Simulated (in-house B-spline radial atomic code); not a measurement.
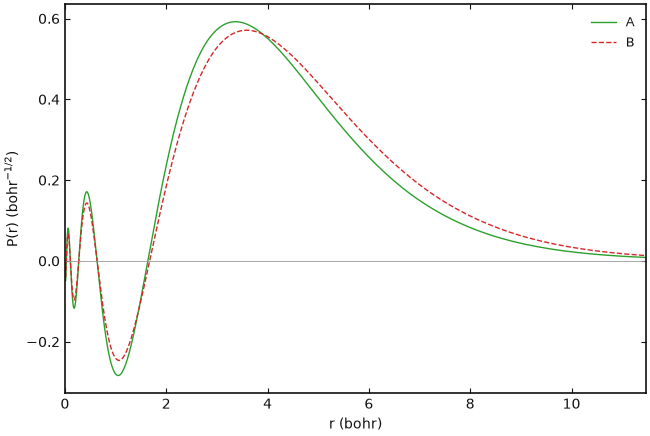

The Er⁺ ion in [Xe] 4f12 6s1 (high spin) was computed by two methods: Hartree-Fock; LDA (VWN5). Both runs are non-relativistic, spin-polarised and spherical. Computed with an in-house B-spline radial code.

The plot shows P(r) = r R(r) of the 6s up orbital in both runs.

**Assign A and B.**

A is LDA (VWN5) (⟨r⟩ = 3.81 bohr, eigenvalue −8.94 eV); B is Hartree-Fock (⟨r⟩ = 4.10 bohr, eigenvalue −10.4 eV).
